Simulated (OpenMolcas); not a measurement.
Exact exchange and the vertical energy of the triplet above the singlet of AlCNClOF

AlCNClOF has 6 atoms, charge 0, and is taken as a singlet. SMILES: `O=C=[N][Al]([F])[Cl]`. Geometry: relaxed at PBE0-D4/def2-TZVP. This is one conformer, not always the lowest.

The vertical energy of the triplet above the singlet y, in eV, basis cc-pVDZ; a is the functional's share of exact exchange. Programs: OpenMolcas 26.06.

| functional | program | a | y (eV) |
| --- | --- | --- | --- |
| PBE | OpenMolcas | 0 | 5.84 |
| r2SCAN | OpenMolcas | 0 | 6.09 |
| B3LYP | OpenMolcas | 0.2 | ? |
| PBE0 | OpenMolcas | 0.25 | 6.29 |
| BHLYP | OpenMolcas | 0.5 | 6.46 |

Fit y = c + s·a to the known rows and predict B3LYP.


1. Means of the 4 rows: a = 0.1875, y = 6.170.
2. Σ(Δa)² = 0.17188, Σ(Δa·Δy) = 0.175, so the slope is 0.175/0.17188 = 1.0182.
3. Intercept: 6.170 − (1.0182) × 0.1875 = 5.979. The largest residual of the fit is 0.14.
4. B3LYP: 5.979 + (1.0182) × 0.2 = 6.18 eV.

The run gave 6.17 eV, so the prediction is off by +0.01 eV, within the largest residual. The rows mix families of semi-local functionals, which the line can't see.

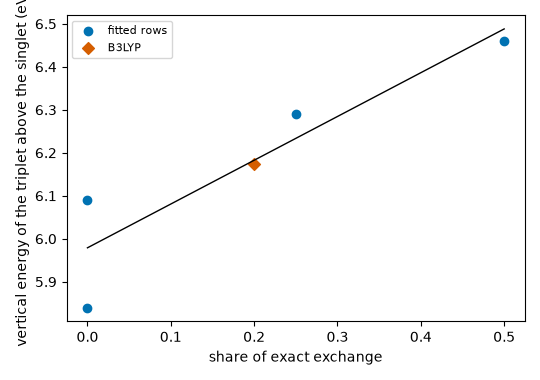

The fitted line, with the withheld row.
